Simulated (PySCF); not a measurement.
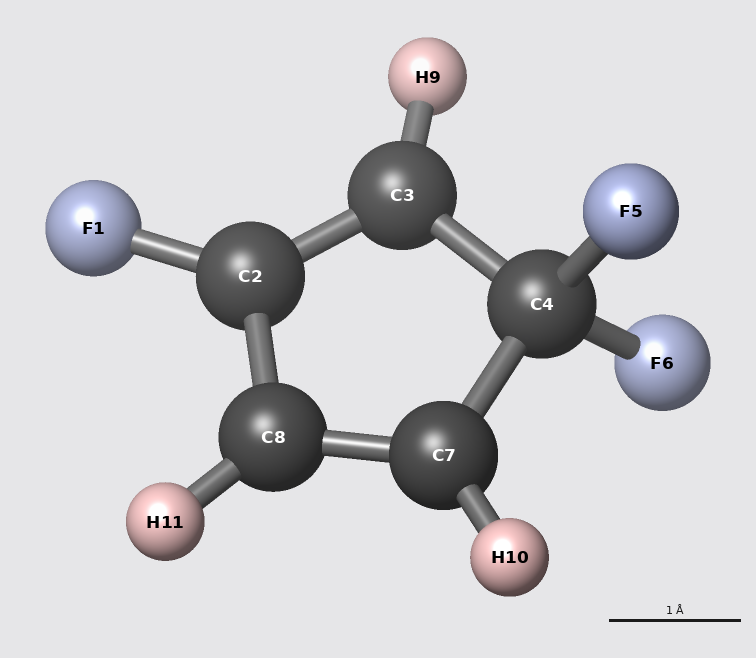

Orthographic view with a scale bar. The geometry was computed by an optimisation with PBE0-D3(BJ)/def2-SVP. No frequency run is at hand to confirm it as a minimum.

Write Cartesian coordinates in Å in the frame of the picture: x to the right, y up, z towards the viewer, origin at the mean of the atomic positions.

```xyz
11
C5H3F3
F   -2.34   0.78  -0.81
C   -1.14   0.41  -0.41
C    0.02   1.03  -0.65
C    1.08   0.20   0.02
F    1.76   0.90   0.95
F    2.00  -0.25  -0.86
C    0.33  -0.96   0.66
C   -0.97  -0.82   0.40
H    0.21   1.93  -1.22
H    0.84  -1.74   1.23
H   -1.79  -1.47   0.70
```
